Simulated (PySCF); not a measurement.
C5H7F3S (SMILES CCC[C@]1(F)SC1(F)F)

The calculation's input:

```
{"job": {"kind": "nmr", "xc": "PBE0", "basis": "pcSseg-1"}, "charge": 0, "multiplicity": 1}
C      1.526231    -0.379118     0.786621
C      1.298369     0.164878    -0.617864
C     -0.057333     0.865249    -0.772412
C     -1.200447    -0.100021    -0.598951
F     -1.107915    -1.192379    -1.396392
S     -2.901360     0.559810    -0.435240
C     -1.854450    -0.332354     0.714510
F     -1.415292     0.326817     1.796790
F     -2.208212    -1.560288     1.097469
H      1.406292     0.406222     1.529337
H      2.533102    -0.779058     0.869825
H      0.829404    -1.181265     1.016657
H      2.074645     0.892938    -0.857496
H      1.365210    -0.647219    -1.343908
H     -0.130487     1.305966    -1.768884
H     -0.165356     1.658765    -0.031473
```

Run with:

```sh
OMP_NUM_THREADS=1 python probes_run.py task.json out
```

Geometry: GFN2-xTB.

Theory: PBE0/pcSseg-1, SCF density, gas phase, non-relativistic in PySCF 2.14.0.

Question: Predict the electron density and electron localisation function between the atoms.

Answer: C–H (1.09 Å): ρ is about 2 e/Å³ halfway; the ELF climbs to about 1 towards the hydrogen, as it does in any bond to H (an ordinary covalent bond to hydrogen).
C–C (1.53 Å): the density is about 1.6 e/Å³ at the midpoint; the ELF peaks at about 0.95 between the atoms; a covalent bond.

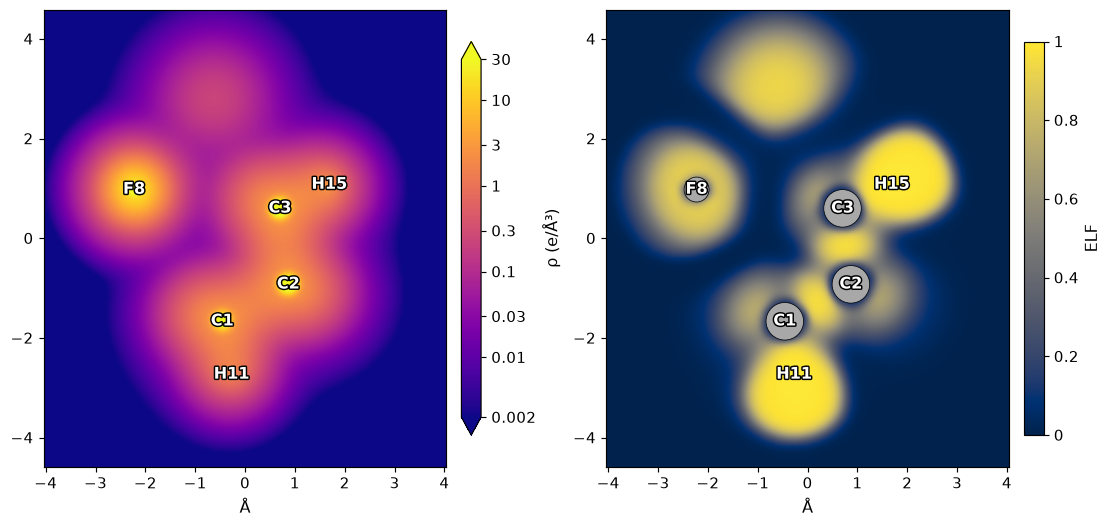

Computed electron density and electron localisation function on the plane of atoms C2, C3 and H15, in this order. Grey discs cover the atomic cores in the ELF map. 
